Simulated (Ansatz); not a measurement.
```
atom   x (Å)   y (Å)   z (Å)
   H  0.0000  0.0000  0.0000
   H  0.0000  0.0000  0.6400
```

Method: SCF PBE0, Gaussian basis in Ansatz.

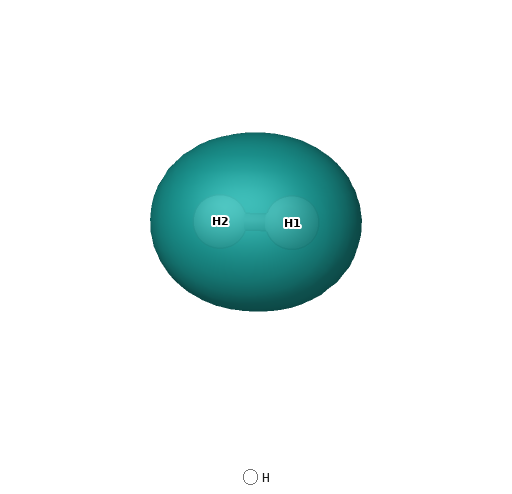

H$_{2}$. The HOMO at ±0.3 Å⁻³ᐟ² (teal and pink are the two phases), seen from one side.

Q: Where does this orbital lie, and at what energy?

A: It lies mainly on H1 (about 50 %) and H2 (about 50 %); it is of σ type; it is gerade (even under inversion). Its energy is −12.62 eV.
